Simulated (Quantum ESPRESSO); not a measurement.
# Dipole at the next field: 1T-PbF2, 1 layer

**Set-up.** Quantum ESPRESSO 7.5, vdW-DF-cx, GBRV ultrasoft, PBE files; sawtooth field along the normal with dipole correction, ions clamped, threshold 1e-9 Ry; cell area 13.748 Å².

| field (V/Å) | dipole (e Å a cell) |
| --- | --- |
| 0 | 0.00000 |
| 0.1 | 0.01930 |
| 0.2 | 0.03858 |

To predict: What is the dipole at 0.4 V/Å, and what electrostatic thickness 4πα/A follows from the rows?

**Fit.** The slope is (0.03858 − (0.00000))/0.2 = 0.1929 e Å²/V, so 4πα/A = 180.95 × 0.1929/13.748 = 2.54 Å. Linear response gives p = 0.00000 + 0.1929 × (0.4) = 0.07716 e Å; a parabola through the three rows gives 0.07708.

**The withheld run.** p = 0.07724 e Å. The line misses by 0.1 % of the induced dipole and the parabola by 0.2 %. The response is linear over this range.

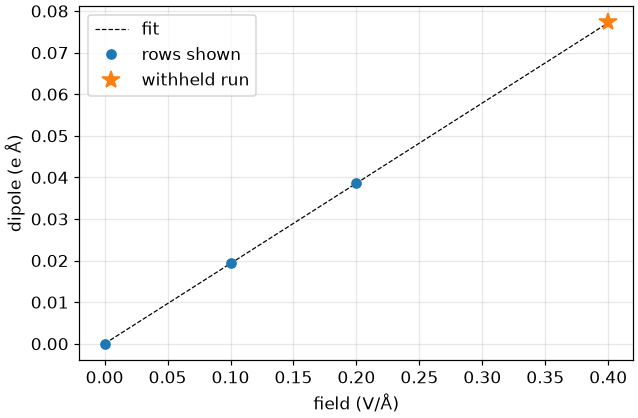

The rows shown, the fit and the withheld run.

Caveats: Electrons alone respond; local and semilocal functionals tend to overscreen.
